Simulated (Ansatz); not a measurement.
## SrTiO3: pressure series

Take SrTiO$_{3}$ in the cubic perovskite structure (space group Pm-3m, No. 221; a = 3.8542 Å) as the base.

Cell and atoms are relaxed at each pressure.

Level of theory: DFT with LDA, PAW potentials and a 420 eV plane-wave cutoff in Ansatz (a first-principles code), scalar-relativistic without spin-orbit coupling.

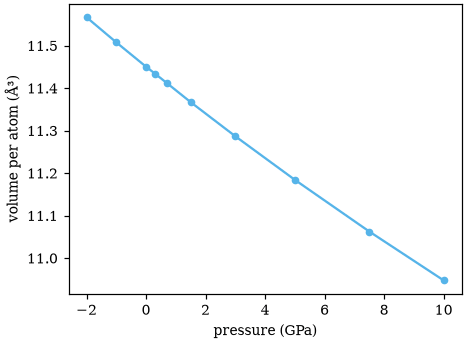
*Volume per atom against pressure*

```json
[
 {"pressure (GPa)": "-2", "volume per atom": "11.57 Å³"},
 {"pressure (GPa)": "-1", "volume per atom": "11.51 Å³"},
 {"pressure (GPa)": "0.3", "volume per atom": "11.43 Å³"},
 {"pressure (GPa)": "0.7", "volume per atom": "11.41 Å³"},
 {"pressure (GPa)": "1.5", "volume per atom": "11.37 Å³"},
 {"pressure (GPa)": "3", "volume per atom": "11.29 Å³"},
 {"pressure (GPa)": "5", "volume per atom": "11.18 Å³"},
 {"pressure (GPa)": "7.5", "volume per atom": "11.06 Å³"},
 {"pressure (GPa)": "10", "volume per atom": "10.95 Å³"}
]
```

Load acts through the strain it causes; cell and atoms are relaxed under it. Stability against distortions was not tested. Competing high-pressure phases were not computed. The final runs are not spin-polarised. Many cubic perovskites are stable only at high temperature; tilts and polar distortions were not tested.
